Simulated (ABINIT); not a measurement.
How far to go with the plane-wave cutoff: CaHg (P4mm, 2 atoms in the cell)

```
CELL_PARAMETERS angstrom
      3.77342     0.00000     0.00000
      0.00000     3.77342     0.00000
      0.00000     0.00000     3.77342
ATOMIC_POSITIONS crystal
  Ca 0.00000 0.00000 0.01325
  Hg 0.50000 0.50000 0.50000
```

Method of the run: PBEsol, norm-conserving pseudopotentials (PseudoDojo nc-sr-04 PBEsol standard) (plane waves; ABINIT).

Base settings: pseudos = [Ca.upf, Hg.upf]; ecut = 34 Ha; occopt = 7; tsmear = 0.00367493 Ha; ngkpt = 3 3 3; nshiftk = 1; shiftk = 0 0 0; potentials = PseudoDojo nc-sr-04 PBEsol standard; nband = 21; kptopt = 1.

The second cell is the first with its lattice scaled by 0.98.

The mesh stays at the base's, so the ladder's end is converged at best in this setting alone.

Only quantities that move along the ladder and can be compared are tabulated.

The count of work is k-points × plane waves × bands × iterations; it is no time. 

The starting cell comes from a database of computed structures (which also holds hypothetical and non-ambient phases and stackings), without a prior relaxation at this level. Its lattice was rescaled by up to half a per cent. One atom was moved a little off its site on purpose. Without a gap this mesh is coarse (it stands for a supercell whose shortest vector is 11 Å).

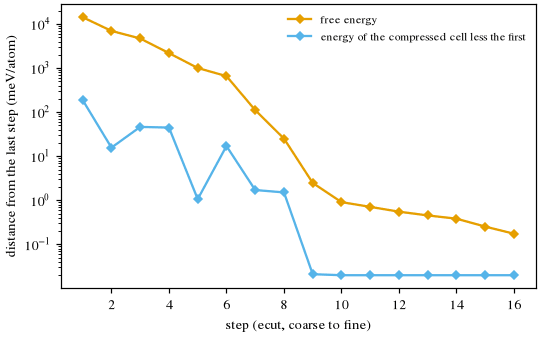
Figure: Distance from the last step along the ladder; very small values are drawn at a floor.

| ecut | free energy less the last step's (meV/atom) | energy of the compressed cell less the first (meV/atom) | pressure (GPa) | largest difference of a force vector from the last step's (eV/Å) | count of work / last |
|---|---|---|---|---|---|
| 12 Ha | 14241.56 | 202.69 | -253.25 | 0.003 | 0.056 |
| 14 Ha | 6970.31 | -0.62 | -144.19 | 0.016 | 0.072 |
| 15 Ha | 4694.38 | 61.35 | -105.08 | 0.003 | 0.078 |
| 17 Ha | 2186.14 | -29.65 | -56.66 | 0.007 | 0.095 |
| 19 Ha | 1004.65 | 16.12 | -29.97 | 0.006 | 0.12 |
| 20 Ha | 657.15 | 32.10 | -21.11 | 0.000 | 0.12 |
| 24 Ha | 111.20 | 13.35 | -4.53 | 0.001 | 0.16 |
| 27 Ha | 25.13 | 13.55 | -0.93 | 0.000 | 0.19 |
| 31 Ha | 2.48 | 15.04 | 0.37 | 0.000 | 0.26 |
| 34 Ha | 0.91 | 15.05 | 0.51 | 0.000 | 0.27 |
| 37 Ha | 0.71 | 15.06 | 0.52 | 0.000 | 0.34 |
| 41 Ha | 0.55 | 15.06 | 0.52 | 0.000 | 0.35 |
| 46 Ha | 0.45 | 15.06 | 0.53 | 0.000 | 0.42 |
| 51 Ha | 0.38 | 15.06 | 0.53 | 0.000 | 0.49 |
| 60 Ha | 0.25 | 15.06 | 0.53 | 0.000 | 0.69 |
| 68 Ha | 0.17 | 15.06 | 0.53 | 0.000 | 0.84 |
| 82 Ha | 0.00 | 15.06 | 0.53 | 0.000 | 1.0 |

Coarsest ecut that holds the free energy within 5 meV/atom of the last step, with all finer ones: 31 Ha, at 0.26 of the last step's count of work; the step before is off by 25 meV/atom.

Coarsest ecut that holds the forces within 0.01 eV/Å of the last step, with all finer ones: 15 Ha, at 0.078 of the last step's count of work; the step before is off by 0.016 eV/Å.

Coarsest ecut that holds the energy of the compressed cell less the first within 2 meV/atom of the last step, with all finer ones: 24 Ha, at 0.16 of the last step's count of work; the step before is off by 17 meV/atom.

The energy difference between the two cells stays within 1 meV/atom of the last step's from 31 Ha on, the total only from 34 Ha on: much of the error is common to both cells and cancels.

Two neighbours can agree and both be off: 24 Ha and 27 Ha differ by 0.20 meV/atom in the energy of the compressed cell less the first, yet lie about 1.5 meV/atom from the last step.

At the lowest cutoff the pressure lies 254 GPa under the last step's, the usual sign of Pulay stress in an incomplete plane-wave basis.
